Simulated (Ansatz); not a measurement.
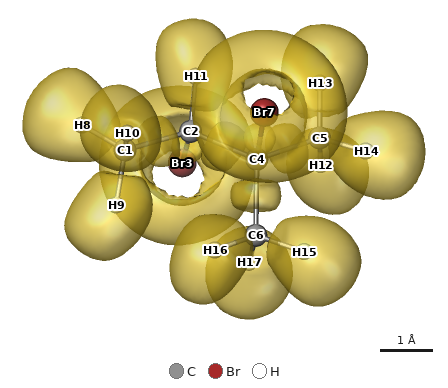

Figure. C5H10Br2 (SMILES CC(Br)C(C)(C)Br). Isosurface of the ELF at 0.75 (yellow), seen at a tilt. Core shells and regions of very low density are left out.

Geometry: PBE0-D4/def2-TZVP.

Method: RKS PBE0-D4/def2-TZVPP in Ansatz.

The calculation's input:

```
crystal:
  periodic: [false, false, false]
  atoms:
    - {symbol: C, position_ang: [-1.714208, -0.242627, 1.141980]}
    - {symbol: C, position_ang: [-0.210884, -0.267162, 1.004333]}
    - {symbol: Br, position_ang: [0.499514, 1.275700, 2.020598]}
    - {symbol: C, position_ang: [0.352245, -0.235398, -0.417824]}
    - {symbol: C, position_ang: [1.866423, -0.262161, -0.449897]}
    - {symbol: C, position_ang: [-0.210968, 0.870580, -1.282259]}
    - {symbol: Br, position_ang: [-0.232161, -1.972729, -1.215348]}
    - {symbol: H, position_ang: [-1.992769, -0.323489, 2.192316]}
    - {symbol: H, position_ang: [-2.135423, 0.684226, 0.752174]}
    - {symbol: H, position_ang: [-2.150305, -1.084098, 0.600126]}
    - {symbol: H, position_ang: [0.216337, -1.122546, 1.525946]}
    - {symbol: H, position_ang: [2.256364, 0.691275, -0.088097]}
    - {symbol: H, position_ang: [2.263198, -1.059670, 0.180040]}
    - {symbol: H, position_ang: [2.217771, -0.418219, -1.469857]}
    - {symbol: H, position_ang: [0.219530, 0.821677, -2.282500]}
    - {symbol: H, position_ang: [-1.294553, 0.808771, -1.372745]}
    - {symbol: H, position_ang: [0.049867, 1.835868, -0.838986]}
basis:
  gaussian: {orbitals: def2-TZVPP}
hamiltonian: {xc: pbe0, dispersion: d4}
output: {orbitals: {seedname: orbitals}}
```

Launched as:

```sh
ansatz run in.yaml --threads 4 --pin off --events-out ev --progress --plain --max-ram 63488MiB --backend cuda --devices 0, --max-vram 37GiB
```

Question: Identify the bonds, lone pairs and shells in this picture.

Answer: The ELF exceeds this value in two regions between bonded Br–C atoms (shared pairs), four regions between bonded C–C atoms (shared pairs), ten regions around hydrogen nuclei and two rings or bowls of non-bonding electrons around Br. Along the contacts the grid gives the following. C–C (1.51 Å): the ELF peaks at about 0.95 between the atoms: a covalent bond. C–Br (1.98 Å): the ELF peaks at about 0.85 between the atoms (a covalent bond).
